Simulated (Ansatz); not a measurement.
# B₂H (quartet): correlated methods under varied settings at a displaced geometry (v1)

Aim: run B₂H (quartet) at one geometry under a spread of methods and options, and see what each costs and gives.

Program: Ansatz 0.2.0, Gaussian basis. Level of theory: the settings change from run to run. These are calculated values, not measurements.

16 further runs of the same task are left out: 9 that didn't finish, 7 set aside as unsound or not needed.

### Step 1. What is computed

The geometry is a PBE0/def2-TZVP stationary point (not a proven minimum) with its atoms shifted at random (size 0.040 Å).

3 atoms, charge 0, spin multiplicity 4.

Atoms are counted from 1 here; the program's logs count them from 0.

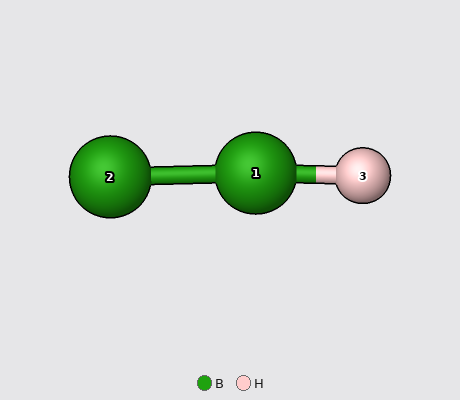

The structure; boron green, hydrogen pink; atoms are numbered from 1 in the order of the file.

Coordinates:

```
atom     x (Å)     y (Å)     z (Å)
  B1  -0.01543  -0.00901   0.13570
  B2  -0.01627  -0.02515  -1.39588
  H3   0.03170   0.03416   1.26018
```

### Step 2. CASCI(7,6)/6-31G

Contents of in.yaml:

```yaml
crystal:
  periodic: [false, false, false]
  atoms:
    - {symbol: B, position_ang: [-0.015433, -0.009008, 0.135700]}
    - {symbol: B, position_ang: [-0.016266, -0.025151, -1.395880]}
    - {symbol: H, position_ang: [0.031698, 0.034159, 1.260180]}
basis:
  gaussian: {orbitals: 6-31G}
magnetization: {spin_polarized: false, initial_magnetization: 3}
correlation: {active_space: {window: {electrons: 7, orbitals: 6}, fixed_orbitals: true, states: [{multiplicity: 4, weights: [0.5, 1, 0.5]}, {multiplicity: 6, weights: [1]}]}}
output: {forces: true}
```

Command:

```console
$ ansatz run in.yaml --threads 1 --pin off --events-out ev --progress --plain --max-ram 2393MiB
```

The log of the run:

```text
Functional definition: HF
  name "HF"
  cite "Fock, Z. Phys. 61, 126 (1930) doi:10.1007/BF01340294"
  parent pbe
  exchange = exact_x
  correlation = 0
436 factors; integrals over basis functions are off by at most 1.5e-7 eV
mean field evaluation 1: about -1353.0264 eV, gradient 9.8e0 eV
mean field evaluation 2: about -1353.0329 eV, gradient 9.8e0 eV
mean field evaluation 4: about -1354.4466 eV, gradient 1.2e0 eV
mean field evaluation 8: about -1354.4836 eV, gradient 7.1e-4 eV
mean field -1354.48360596 eV, -49.7763544172 hartree, gradient 2.5e-6 eV, S^2 3.750000; 0 other end points of the search recorded, 0 dependent functions left out
reference -1354.48360596 eV, -49.7763544172 hartree; 7, 4 occupied and 13, 16 virtual orbitals, 436 factors
state -1354.63808425 eV, -49.7820313897 hartree
state -1350.08499252 eV, -49.6147083546 hartree
state -1349.02470654 eV, -49.5757435636 hartree
state -1345.32302647 eV, -49.4397093299 hartree
the calculation of the forces begins
Total energy: -1349.07980479 eV, -49.5777683871 hartree
Atom 0 at    -0.015433    -0.009008     0.135700 Å, force    -0.318678    -0.168782     4.495659 eV/Å
Atom 1 at    -0.016266    -0.025151    -1.395880 Å, force     0.104609     0.008398    -6.095926 eV/Å
Atom 2 at     0.031698     0.034159     1.260180 Å, force     0.214070     0.160384     1.600267 eV/Å
Dipole moment:     0.012932     0.010477     0.174181 e Å
```

Wall time 0.39 s (1 thread of Intel Xeon Platinum 8259CL at 2.50GHz, shared host).

From the report: 55 determinants; active occupations (of the averaged states) 2.00, 1.65, 1.01, 0.85, 0.82, 0.67.

### Step 3. CISD/6-31G

Contents of in.yaml:

```yaml
crystal:
  periodic: [false, false, false]
  atoms:
    - {symbol: B, position_ang: [-0.015433, -0.009008, 0.135700]}
    - {symbol: B, position_ang: [-0.016266, -0.025151, -1.395880]}
    - {symbol: H, position_ang: [0.031698, 0.034159, 1.260180]}
basis:
  gaussian: {orbitals: 6-31G}
magnetization: {spin_polarized: false, initial_magnetization: 3}
correlation: {active_space: {ras: {orbitals: [2, 3, 13], electrons: 7, max_holes: 2, max_particles: 2}, fixed_orbitals: true}}
accuracy: high
output: {forces: true}
```

The command is unchanged.

The log of the run, shortened:

```text
Functional definition: HF
  name "HF"
  cite "Fock, Z. Phys. 61, 126 (1930) doi:10.1007/BF01340294"
  parent pbe
[...]
452 factors; integrals over basis functions are off by at most 3.7e-9 eV
[...]
mean field -1354.48360599 eV, -49.7763544183 hartree, gradient 1.3e-8 eV, S^2 3.750000; 0 other end points of the search recorded, 0 dependent functions left out
reference -1354.48360599 eV, -49.7763544183 hartree; 7, 4 occupied and 13, 16 virtual orbitals, 452 factors
state -1356.73294135 eV, -49.8590159680 hartree
[...]
Total energy: -1356.73294135 eV, -49.8590159680 hartree
Atom 0 at    -0.015433    -0.009008     0.135700 Å, force    -0.005502    -0.017603    -1.366161 eV/Å
Atom 1 at    -0.016266    -0.025151    -1.395880 Å, force    -0.030856    -0.025809    -0.495236 eV/Å
Atom 2 at     0.031698     0.034159     1.260180 Å, force     0.036358     0.043412     1.861397 eV/Å
Dipole moment:    -0.000157     0.001086     0.117101 e Å
```

Wall time 1.1 s (1 thread of Intel Xeon Platinum 8259CL at 2.50GHz, shared host).

From the report: 5,080 determinants.

### Step 4. BCCD/6-31G

in.yaml: that of step 3 with these lines changed.

```diff
@@ -9,4 +9,5 @@
 magnetization: {spin_polarized: false, initial_magnetization: 3}
-correlation: {active_space: {ras: {orbitals: [2, 3, 13], electrons: 7, max_holes: 2, max_particles: 2}, fixed_orbitals: true}}
+hamiltonian: {xc: {name: PBE}}
+correlation: {method: bccd, electrons: valence}
 accuracy: high
-output: {forces: true}
+scf: {lower_state_search: off}
```

Launched as before.

The log of the run, shortened:

```text
Functional definition: PBE
  name "PBE"
  cite "Perdew, Burke & Ernzerhof, Phys. Rev. Lett. 77, 3865 (1996) doi:10.1103/PhysRevLett.77.3865"
  parent pbe
[...]
452 factors; integrals over basis functions are off by at most 3.7e-9 eV
[...]
mean field -1360.41492233 eV, -49.9943262732 hartree, gradient 4.1e-9 eV, S^2 3.750000; 0 other end points of the search recorded, 0 dependent functions left out
2 core orbitals not correlated: weight in the atoms' cores, before any rotation towards them, 1.000 or more for the frozen orbitals, at most 0.000 for the correlated occupied ones
reference -1354.26516714 eV, -49.7683269385 hartree; 5, 2 occupied and 13, 16 virtual orbitals, 452 factors
second order -1.85543579 eV of doubles, -0.13208580 eV of singles
cycle   1  -2.32444120 eV  change   -3.4e-1 eV  update   4.9e-2
[...]
cycle  21  -2.47230043 eV  change  -3.8e-11 eV  update  7.6e-10
Total energy: -1356.73746757 eV, -49.8591823036 hartree
Checks for a lower state left out: stability, starts, cluster_reference, orbital_swaps, neighbouring_geometries, increment
```

Wall time 1.4 s (1 thread of Intel Xeon Platinum 8259CL at 2.50GHz, shared host).

From the report: correlation -2.4723 eV; largest double amplitude 0.10.

### Step 5. MRCISD+Q(relaxed)(7,5)/6-31G

in.yaml: that of step 4 with these lines changed.

```diff
@@ -9,5 +9,3 @@
 magnetization: {spin_polarized: false, initial_magnetization: 3}
-hamiltonian: {xc: {name: PBE}}
-correlation: {method: bccd, electrons: valence}
+correlation: {method: fic_mrcisd_q_relaxed, electrons: all, active_space: {window: {electrons: 7, orbitals: 5}}}
 accuracy: high
-scf: {lower_state_search: off}
```

Same command.

The log of the run, shortened:

```text
Functional definition: HF
  name "HF"
  cite "Fock, Z. Phys. 61, 126 (1930) doi:10.1007/BF01340294"
  parent pbe
[...]
452 factors; integrals over basis functions are off by at most 3.7e-9 eV
[...]
mean field -1354.48360599 eV, -49.7763544183 hartree, gradient 1.3e-8 eV, S^2 3.750000; 0 other end points of the search recorded, 0 dependent functions left out
reference -1354.48360599 eV, -49.7763544183 hartree; 7, 4 occupied and 13, 16 virtual orbitals, 452 factors
state -1354.48360611 eV, -49.7763544226 hartree
contracted CI cycle   1: correlation 0.00000000 eV, 0.0000000000 hartree, residual 1.10e1 eV
contracted CI cycle   2: correlation -2.16728961 eV, -0.0796464240 hartree, residual 2.50e0 eV
contracted CI cycle   3: correlation -2.27219485 eV, -0.0835016206 hartree, residual 8.22e-1 eV
contracted CI cycle   4: correlation -2.28602653 eV, -0.0840099253 hartree, residual 3.26e-1 eV
[...]
contracted CI cycle   7: correlation -2.28882689 eV, -0.0841128368 hartree, residual 2.18e-2 eV
contracted CI cycle   8: correlation -2.28883456 eV, -0.0841131185 hartree, residual 7.93e-3 eV
contracted CI cycle   9: correlation -2.28883609 eV, -0.0841131750 hartree, residual 3.73e-3 eV
contracted CI cycle  10: correlation -2.28883632 eV, -0.0841131832 hartree, residual 1.70e-3 eV
contracted CI cycle  11: correlation -2.28883634 eV, -0.0841131842 hartree, residual 4.99e-4 eV
contracted CI cycle  12: correlation -2.28883635 eV, -0.0841131843 hartree, residual 1.37e-4 eV
contracted CI cycle  13: correlation -2.28883635 eV, -0.0841131843 hartree, residual 4.16e-5 eV
contracted CI cycle  14: correlation -2.28883635 eV, -0.0841131843 hartree, residual 2.06e-5 eV
contracted CI cycle  15: correlation -2.28883635 eV, -0.0841131843 hartree, residual 6.49e-6 eV
state -1354.48360611 eV, -49.7763544226 hartree; corrected -1356.91903005 eV, -49.8658546014 hartree
Total energy: -1356.91903005 eV, -49.8658546014 hartree
```

Wall time 1.4 s (1 thread of Intel Xeon Platinum 8259CL at 2.50GHz, shared host).

From the report: 6 determinants; active occupations 2.00, 2.00, 1.00, 1.00, 1.00.

### Step 6. NEVPT2(3,6)/6-31G

in.yaml: that of step 5 with these lines changed.

```diff
@@ -9,3 +9,3 @@
 magnetization: {spin_polarized: false, initial_magnetization: 3}
-correlation: {method: fic_mrcisd_q_relaxed, electrons: all, active_space: {window: {electrons: 7, orbitals: 5}}}
-accuracy: high
+correlation: {method: sc_nevpt2, electrons: valence, active_space: {window: {electrons: 3, orbitals: 6}, states: [{multiplicity: 4, weights: [0.5, 0.5, 1, 0.5]}]}}
+output: {forces: true}
```

Same command.

The log of the run, shortened:

```text
Functional definition: HF
  name "HF"
  cite "Fock, Z. Phys. 61, 126 (1930) doi:10.1007/BF01340294"
  parent pbe
[...]
436 factors; integrals over basis functions are off by at most 1.5e-7 eV
[...]
mean field -1354.48360596 eV, -49.7763544172 hartree, gradient 2.5e-6 eV, S^2 3.750000; 0 other end points of the search recorded, 0 dependent functions left out
reference -1354.48360596 eV, -49.7763544172 hartree; 7, 4 occupied and 13, 16 virtual orbitals, 436 factors
state -1354.81289505 eV, -49.7884555680 hartree
state -1350.55298432 eV, -49.6319067360 hartree
state -1350.55288901 eV, -49.6319032335 hartree
state -1350.39084511 eV, -49.6259482301 hartree
state -1354.81289505 eV, -49.7884555680 hartree; corrected -1356.33675820 eV, -49.8444565059 hartree
state -1350.55298432 eV, -49.6319067360 hartree; corrected -1351.79743157 eV, -49.6776393290 hartree
state -1350.55288901 eV, -49.6319032335 hartree; corrected -1351.79732777 eV, -49.6776355143 hartree
state -1350.39084511 eV, -49.6259482301 hartree; corrected -1351.65976480 eV, -49.6725801684 hartree
[...]
Total energy: -1352.67772202 eV, -49.7099894064 hartree
Atom 0 at    -0.015433    -0.009008     0.135700 Å, force    -0.132685    -0.046127     4.245253 eV/Å
Atom 1 at    -0.016266    -0.025151    -1.395880 Å, force     0.026530    -0.041284    -5.813102 eV/Å
Atom 2 at     0.031698     0.034159     1.260180 Å, force     0.106155     0.087410     1.567849 eV/Å
Dipole moment:     0.002268     0.002077     0.054080 e Å
```

It took 1.1 s on 1 thread of Intel Xeon Platinum 8259CL at 2.50GHz, shared host.

From the report: 12 determinants; active occupations (of the averaged states) 1.00, 0.60, 0.59, 0.41, 0.40, 0.00.

### Step 7. CASCI(7,6)/STO-3G

Contents of in.yaml:

```yaml
crystal:
  periodic: [false, false, false]
  atoms:
    - {symbol: B, position_ang: [-0.015433, -0.009008, 0.135700]}
    - {symbol: B, position_ang: [-0.016266, -0.025151, -1.395880]}
    - {symbol: H, position_ang: [0.031698, 0.034159, 1.260180]}
basis:
  gaussian: {orbitals: STO-3G}
magnetization: {spin_polarized: false, initial_magnetization: 3}
correlation: {active_space: {window: {electrons: 7, orbitals: 6}, fixed_orbitals: true, states: [{multiplicity: 4, weights: [1, 1, 0.5, 1]}, {multiplicity: 6, weights: [1]}]}}
```

Launched as before.

The log of the run:

```text
Functional definition: HF
  name "HF"
  cite "Fock, Z. Phys. 61, 126 (1930) doi:10.1007/BF01340294"
  parent pbe
  exchange = exact_x
  correlation = 0
167 factors; integrals over basis functions are off by at most 3.5e-8 eV
mean field evaluation 1: about -1334.7204 eV, gradient 9.6e0 eV
mean field evaluation 2: about -1334.7263 eV, gradient 9.5e0 eV
mean field evaluation 4: about -1336.1526 eV, gradient 2.3e0 eV
mean field evaluation 8: about -1336.2048 eV, gradient 1.2e-4 eV
mean field evaluation 16: about -1334.5826 eV, gradient 5.8e0 eV
mean field -1336.20427436 eV, -49.1046013711 hartree, gradient 8.6e-6 eV, S^2 3.750000; 2 other end points of the search recorded, 0 dependent functions left out
reference -1336.20427436 eV, -49.1046013711 hartree; 7, 4 occupied and 4, 7 virtual orbitals, 167 factors
state -1336.46887377 eV, -49.1143252198 hartree
state -1332.12639071 eV, -48.9547419108 hartree
state -1330.54111302 eV, -48.8964840304 hartree
state -1330.17302753 eV, -48.8829571381 hartree
state -1328.00962400 eV, -48.8034535248 hartree
Total energy: -1331.56632723 eV, -48.9341599575 hartree
```

Wall time 0.09 s (1 thread of Intel Xeon Platinum 8259CL at 2.50GHz, shared host).

From the report: 55 determinants; active occupations (of the averaged states) 2.00, 1.64, 1.01, 0.89, 0.78, 0.68.

### Step 8. CCSDT(Q) on UHF/6-31G

Contents of in.yaml:

```yaml
crystal:
  periodic: [false, false, false]
  atoms:
    - {symbol: B, position_ang: [-0.015433, -0.009008, 0.135700]}
    - {symbol: B, position_ang: [-0.016266, -0.025151, -1.395880]}
    - {symbol: H, position_ang: [0.031698, 0.034159, 1.260180]}
basis:
  gaussian: {orbitals: 6-31G}
magnetization: {spin_polarized: true, initial_magnetization: 3}
correlation: {method: ccsdt_q, electrons: valence}
```

Launched as before.

The log of the run, shortened:

```text
Functional definition: HF
  name "HF"
  cite "Fock, Z. Phys. 61, 126 (1930) doi:10.1007/BF01340294"
  parent pbe
[...]
436 factors; integrals over basis functions are off by at most 1.5e-7 eV
[...]
mean field -1354.52230948 eV, -49.7777767451 hartree, gradient 2.0e-6 eV, S^2 3.754894; 0 other end points of the search recorded, 0 dependent functions left out
2 core orbitals not correlated: weight in the atoms' cores, before any rotation towards them, 1.000 or more for the frozen orbitals, at most 0.000 for the correlated occupied ones
reference -1354.52230948 eV, -49.7777767451 hartree; 5, 2 occupied and 13, 16 virtual orbitals, 436 factors
second order -1.72535028 eV of doubles, -0.00000000 eV of singles
cycle   1  -2.07953985 eV  change   -3.5e-1 eV  update   5.6e-2
[...]
cycle  15  -2.33804899 eV  change    2.6e-7 eV  update   1.8e-7
perturbative correction -0.00419755 eV, -0.0001542570 hartree
Total energy: -1356.86455602 eV, -49.8638527180 hartree
```

Run time: 2 s. Hardware: 1 thread of Intel Xeon Platinum 8259CL at 2.50GHz, shared host.

From the report: ⟨S²⟩ of the determinant 3.755 (pure quartet: 3.75); correlation -2.3422 eV; T1 0.018; largest double amplitude 0.10.

### Step 9. MRCISD+Q(relaxed)(5,4)/cc-pVDZ

Contents of in.yaml:

```yaml
crystal:
  periodic: [false, false, false]
  atoms:
    - {symbol: B, position_ang: [-0.015433, -0.009008, 0.135700]}
    - {symbol: B, position_ang: [-0.016266, -0.025151, -1.395880]}
    - {symbol: H, position_ang: [0.031698, 0.034159, 1.260180]}
basis:
  gaussian: {orbitals: cc-pVDZ}
magnetization: {spin_polarized: false, initial_magnetization: 3}
correlation: {method: fic_mrcisd_q_relaxed, electrons: outside_noble_gas, active_space: {window: {electrons: 5, orbitals: 4}}}
```

Same command.

The log of the run, shortened:

```text
Functional definition: HF
  name "HF"
  cite "Fock, Z. Phys. 61, 126 (1930) doi:10.1007/BF01340294"
  parent pbe
[...]
308 factors; integrals over basis functions are off by at most 1.3e-3 eV
[...]
mean field -1354.97725839 eV, -49.7944958093 hartree, gradient 2.2e-6 eV, S^2 3.750000; 0 other end points of the search recorded, 0 dependent functions left out
reference -1354.97725839 eV, -49.7944958093 hartree; 7, 4 occupied and 26, 29 virtual orbitals, 308 factors
state -1354.97725839 eV, -49.7944958093 hartree
contracted CI cycle   1: correlation 0.00000000 eV, 0.0000000000 hartree, residual 1.33e1 eV
contracted CI cycle   2: correlation -3.19334770 eV, -0.1173533636 hartree, residual 2.02e0 eV
contracted CI cycle   3: correlation -3.29959115 eV, -0.1212577381 hartree, residual 7.69e-1 eV
contracted CI cycle   4: correlation -3.31356911 eV, -0.1217714189 hartree, residual 3.45e-1 eV
contracted CI cycle   5: correlation -3.31677854 eV, -0.1218893632 hartree, residual 1.43e-1 eV
contracted CI cycle   6: correlation -3.31733512 eV, -0.1219098171 hartree, residual 5.18e-2 eV
contracted CI cycle   7: correlation -3.31739679 eV, -0.1219120835 hartree, residual 1.71e-2 eV
contracted CI cycle   8: correlation -3.31740309 eV, -0.1219123150 hartree, residual 6.02e-3 eV
contracted CI cycle   9: correlation -3.31740393 eV, -0.1219123457 hartree, residual 2.06e-3 eV
contracted CI cycle  10: correlation -3.31740403 eV, -0.1219123494 hartree, residual 7.27e-4 eV
state -1354.97725839 eV, -49.7944958093 hartree; corrected -1358.55732053 eV, -49.9260606661 hartree
WARN: 1 active orbitals are nearly empty or full. The corrections depend on them more than the energy does, and are more stable in an active space without them
Total energy: -1358.55732053 eV, -49.9260606661 hartree
```

Run time: 0.73 s. Hardware: 1 thread of Intel Xeon Platinum 8259CL at 2.50GHz, shared host.

From the report: 3 determinants; active occupations 2.00, 1.00, 1.00, 1.00. The report marks this result as in doubt.

### Step 10. NEVPT4(SD)(3,4)/6-31G

Contents of in.yaml:

```yaml
crystal:
  periodic: [false, false, false]
  atoms:
    - {symbol: B, position_ang: [-0.015433, -0.009008, 0.135700]}
    - {symbol: B, position_ang: [-0.016266, -0.025151, -1.395880]}
    - {symbol: H, position_ang: [0.031698, 0.034159, 1.260180]}
basis:
  gaussian: {orbitals: 6-31G}
magnetization: {spin_polarized: false, initial_magnetization: 3}
correlation: {method: fic_nevpt4_sd, electrons: all, active_space: {window: {electrons: 3, orbitals: 4}}}
scf: {lower_state_search: full}
```

The command is unchanged.

The log of the run, shortened:

```text
Functional definition: HF
  name "HF"
  cite "Fock, Z. Phys. 61, 126 (1930) doi:10.1007/BF01340294"
  parent pbe
[...]
284 factors; integrals over basis functions are off by at most 2.1e-4 eV
[...]
mean field -1354.48357093 eV, -49.7763531298 hartree, gradient 2.5e-6 eV, S^2 3.750000; 5 other end points of the search recorded, 0 dependent functions left out
reference -1354.48357093 eV, -49.7763531298 hartree; 7, 4 occupied and 13, 16 virtual orbitals, 284 factors
state -1354.48357093 eV, -49.7763531298 hartree
state -1354.48357093 eV, -49.7763531298 hartree; corrected -1356.82696048 eV, -49.8624711073 hartree
WARN: 1 active orbitals are nearly empty or full. The corrections depend on them more than the energy does, and are more stable in an active space without them
Total energy: -1356.82696048 eV, -49.8624711073 hartree
```

Wall time 0.63 s (1 thread of Intel Xeon Platinum 8259CL at 2.50GHz, shared host).

From the report: 3 determinants; active occupations 1.00, 1.00, 1.00, 0.00. The report marks this result as in doubt.

### Step 11. All runs side by side

Where basis and cores are those of an earlier FCI/6-31G run (-1356.8656 eV), and the state is the same kind, the miss against it is given. † marks a result that the program doubts.

```
                                     level         correlated  functions  energy (eV)  from FCI (meV)    time
 CASCI(7,6)/6-31G (mean of several states)                            20   -1349.0798                  0.39 s
                                CISD/6-31G  outside noble gas         20   -1356.7329           132.6   1.1 s
              BCCD/6-31G (on PBE orbitals)            valence         20   -1356.7375           128.1   1.4 s
              MRCISD+Q(relaxed)(7,5)/6-31G                all         20   -1356.9190                   1.4 s
NEVPT2(3,6)/6-31G (mean of several states)            valence         20   -1352.6777                   1.1 s
CASCI(7,6)/STO-3G (mean of several states)                            11   -1331.5663                  0.09 s
                     CCSDT(Q) on UHF/6-31G            valence         20   -1356.8646             1.0     2 s
          MRCISD+Q(relaxed)(5,4)/cc-pVDZ †  outside noble gas         33   -1358.5573                  0.73 s
                   NEVPT4(SD)(3,4)/6-31G †                all         20   -1356.8270                  0.63 s
```

### Step 12. Summary of results

| quantity | value |
| --- | --- |
| runs | 9 |
| quickest | CASCI(7,6)/STO-3G (mean of several states), 0.09 s |
| slowest | CCSDT(Q) on UHF/6-31G, 2 s |

In words: Total energies in different bases, with other cores or another treatment of relativity can't be set against each other. CCSDT(Q) on UHF/6-31G took 22 times as long as CASCI(7,6)/STO-3G (mean of several states); the jobs differ in more than the method. Among the correlated runs with a miss given, it spans +1 to +133 meV. Cores frozen from Kohn-Sham orbitals shift the total energy.
